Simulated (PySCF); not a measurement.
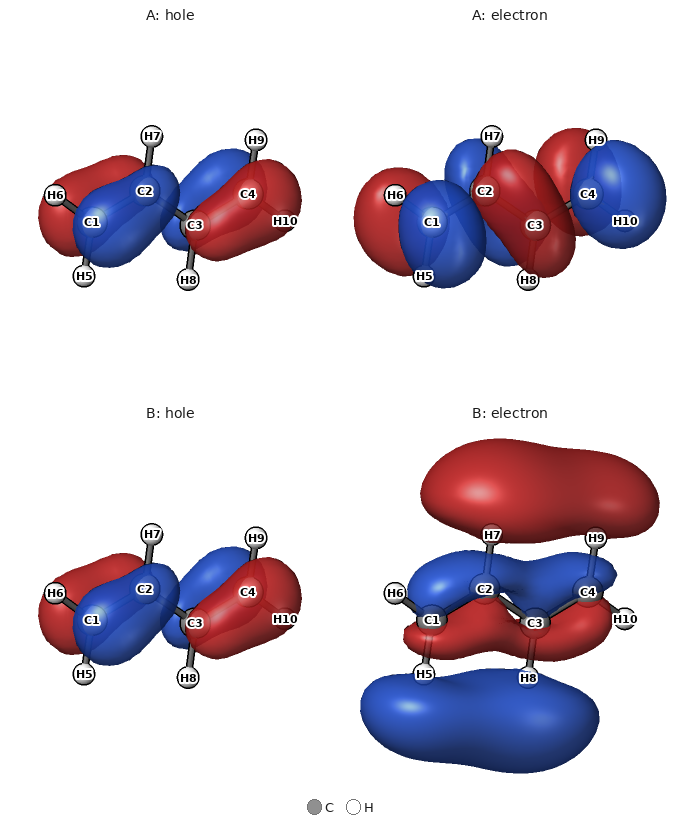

Figure 1: C4H6, SMILES `C=CC=C`. Leading natural transition orbital pairs of 2 excited states (TDA singlet states).

Method: B3LYP/def2-SVP; geometry: GFN2-xTB; program: PySCF. No frequency check shows the geometry to be a minimum. Without diffuse functions Rydberg states are missing, so the states' numbers hold for this basis only.

Coordinates in Å:

```
C1       1.8282    0.1074    0.0000
C2       0.6013   -0.4022    0.0000
C3      -0.6013    0.4022    0.0000
C4      -1.8282   -0.1074    0.0000
H5       1.9962    1.1722    0.0000
H6       2.7066   -0.5150    0.0000
H7       0.4561   -1.4750    0.0000
H8      -0.4561    1.4750    0.0000
H9      -1.9962   -1.1722    0.0000
H10     -2.7066    0.5150    0.0000
```

```tsv
state	energy (eV)	f
S₁	6.62	1.043
S₄	7.54	0.000
```

Which pair belongs to which state?

Answer. A is S₁ (π → π*): hole on C1 and C4 (27 % each) and C2 and C3 (16 % each), electron on C1 and C4 (25 % each) and C2 and C3 (16 % each). B is S₄ (partly diffuse acceptor orbital, which a basis without diffuse functions describes poorly): hole on C1 and C4 (28 % each) and C2 and C3 (16 % each), electron on H7 and H8 (19 % each) and H5 and H9 (11 % each).
